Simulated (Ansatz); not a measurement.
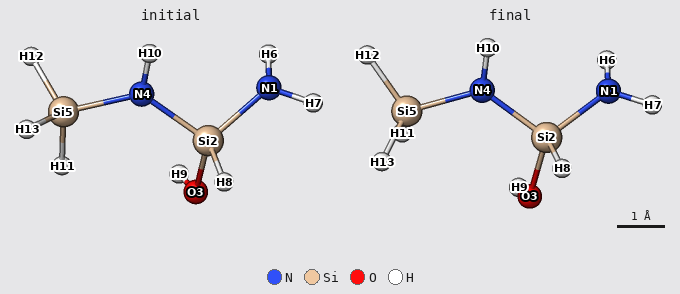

The structure of Si$_{2}$N$_{2}$H$_{8}$O before (left) and after (right) a relaxation, at one scale.

Style: ball-and-stick. Shown at a tilt.

The start comes from PBE-D4/def2-SVP.

These are results of Ansatz 0.2.0, RKS PBE0-D4/def2-TZVP, not measurements. Set-up: force threshold 0.005 eV/Å; at most 150 steps.

### Describe what moved and what it gained.

After 22 accepted moves (23 points after the start) the energy has fallen by 2.56 kcal/mol. Largest force component: 0.73 eV/Å at the start, 0.0025 eV/Å at the end. The line search rejected the trial step at point 14 of the run. The largest moves after the best rigid fit, 0.90 Å, are those of H11 and H13. Largest moves by element: H 0.90 Å, O 0.40 Å, N 0.16 Å, Si 0.14 Å. Some distances before and after: Si2–O3 1.683 → 1.648 Å, Si2–N4 1.753 → 1.719 Å, N1–Si2 1.735 → 1.705 Å, N4–Si5 1.753 → 1.728 Å. Bond angles that change, for instance: N4–Si5–H11 107.7° → 111.2°, Si2–N4–H10 112.8° → 116.3°, Si2–O3–H9 114.7° → 117.9°. Groups turn about N4–Si5 by about 40°.
